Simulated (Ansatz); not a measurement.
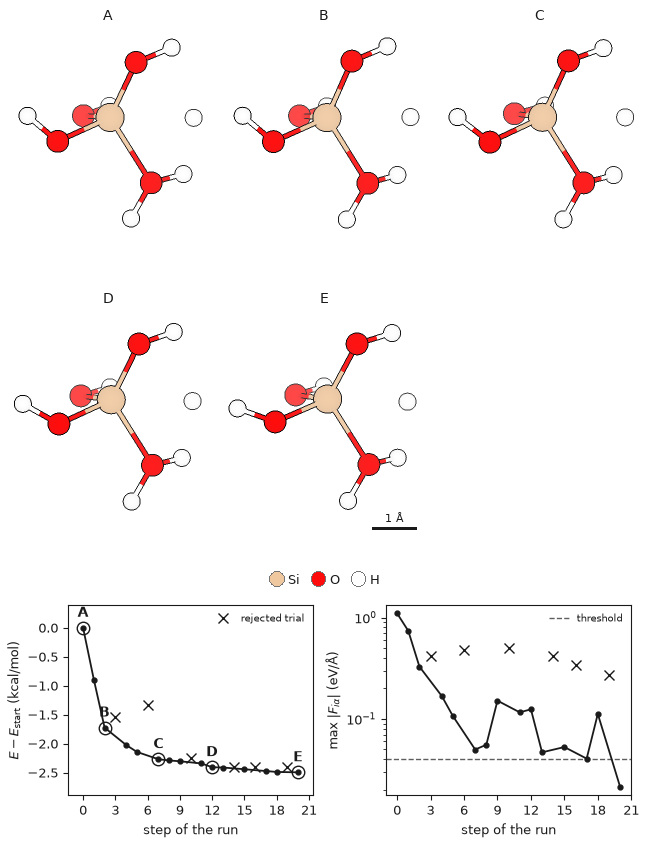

Frames of a constrained relaxation of SiH6O4, marked on the history of the run. Style: ball-and-stick. Shown at a tilt.

The reaction that was planned forms Si1–H7, O2–H6 and breaks Si1–O2, H6–H7 (atoms numbered from 1 in input order).

Theory: Ansatz 0.2.0, RKS PBE0-D4/def2-SVP. Set-up: held fixed: the distance between atoms 1 (Si) and 7 (H), the distance between atoms 2 (O) and 6 (H), the distance between atoms 1 (Si) and 2 (O), the distance between atoms 6 (H) and 7 (H), counting from 1; force threshold 0.04 eV/Å; at most 150 steps.

**What happens along the run?**

Over 14 accepted moves (20 points after the start) the energy falls by 2.49 kcal/mol. The largest force component goes from 1.1 to 0.021 eV/Å. The line search rejected the trial steps at points 3, 6, 10, 14, 16, 19 of the run. An H atom moves most after the best rigid fit: 0.46 Å. By element the largest moves are H 0.46 Å, O 0.14 Å, Si 0.07 Å. Near-neighbour distances that change, for instance: O–Si 1.612 → 1.648 Å, H–O 0.952 → 0.961 Å, H–O 0.964 → 0.972 Å. Among the angles between lasting bonds that change: Si–O–H 116.6° → 109.5°, Si–O–H 116.2° → 109.7°, Si–O–H 119.4° → 114.3°. Groups turn about O–Si by about 45°. The run took 16 s on 8 threads of Arm Neoverse V1, with other jobs on the host. From step 0 to 2: an H atom moves most (0.10 Å), energy −1.72 kcal/mol. From step 2 to 7: an H atom moves most (0.09 Å), energy −0.55 kcal/mol. From step 7 to 12: an H atom moves most (0.19 Å), energy −0.14 kcal/mol. From step 12 to 20: an H atom moves most (0.18 Å), energy −0.09 kcal/mol.

```csv
step,"E − E(0), kcal/mol","largest force component, eV/Å",note
0,0.00,1.0985,
1,-0.89,0.7386,
2,-1.72,0.3281,
3,-1.54,0.4218,rejected
4,-2.02,0.1686,
5,-2.14,0.1069,
6,-1.34,0.4734,rejected
7,-2.27,0.0500,
8,-2.29,0.0557,
9,-2.30,0.1515,
10,-2.25,0.4992,rejected
11,-2.34,0.1162,
12,-2.41,0.1245,
13,-2.41,0.0469,
14,-2.40,0.4172,rejected
15,-2.44,0.0529,
16,-2.41,0.3420,rejected
17,-2.47,0.0406,
18,-2.49,0.1121,
19,-2.40,0.2690,rejected
20,-2.49,0.0214,
```
